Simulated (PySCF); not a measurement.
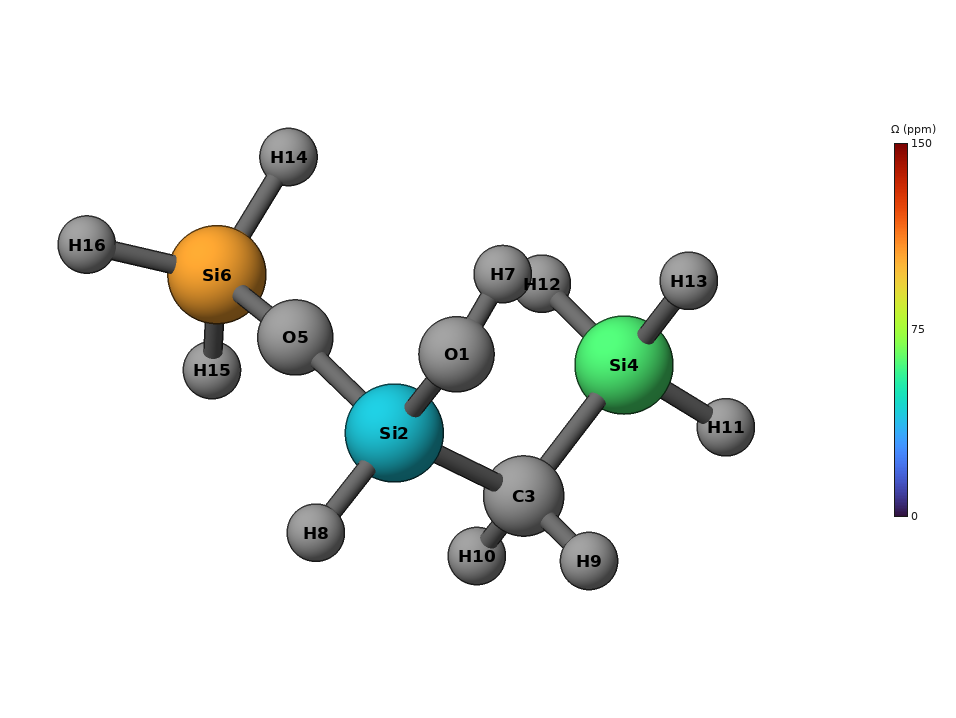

The Si atoms are coloured by the span of their shielding tensor. Computed geometry: GFN2-xTB optimisation. No frequency run is at hand to confirm it as a minimum. Level of theory: GIAO PBE0/pcSseg-1 NMR shielding, non-relativistic, gas phase (PySCF 2.14.0). Principal shieldings σ11 ≤ σ22 ≤ σ33, span Ω = σ33 − σ11, skew κ = 3(σiso − σ22)/Ω.

Which Si atom has the most anisotropic shielding?

Answer. Si6, with a span of 105 ppm.

Give the shielding tensors of the Si atoms.

```tsv
atom	σ11	σ22	σ33	σiso	Ω	κ
Si2	361.5	373.6	402.8	379.3	41.2	0.42
Si4	407.1	414.5	468.7	430.1	61.6	0.76
Si6	356.4	367.9	461.2	395.2	104.8	0.78
```

Shieldings and span in ppm.

The geometry is semi-empirical. Around Si such bond lengths and angles can be off by a tenth of an ångström or more and by several degrees, and values that hang on the shape move with them.
